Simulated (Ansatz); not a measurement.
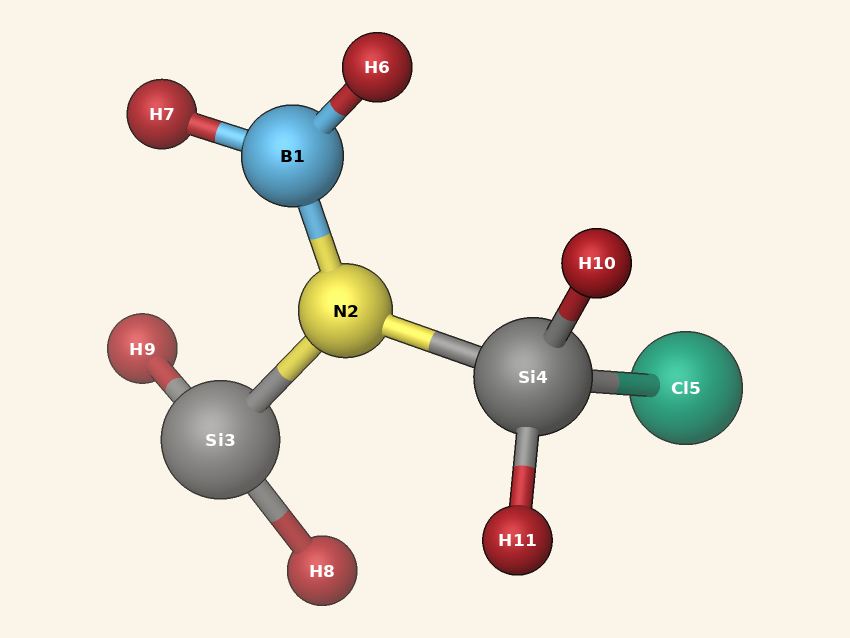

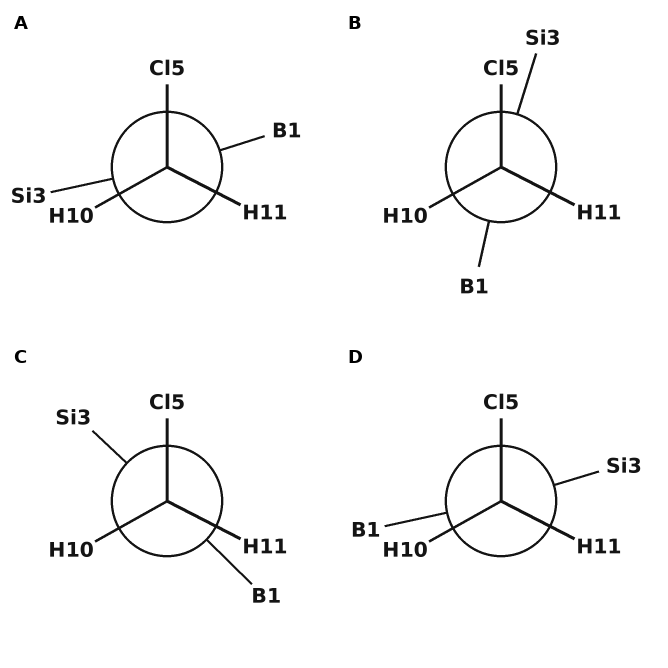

Depth is shown by fading: the farther an atom, the more it takes the colour of the background. Bonds that would overlap in a projection are set slightly apart. Charge 0, doublet. The computed structure is the end point of a PBE-D4/def2-SVP optimisation. No frequency run is at hand to confirm it as a minimum.

**Which Newman projection shows the view along Si4–N2, with Si4 in front?**

D. The torsion angle Cl5–Si4–N2–Si3 is 73°, synclinal (gauche).
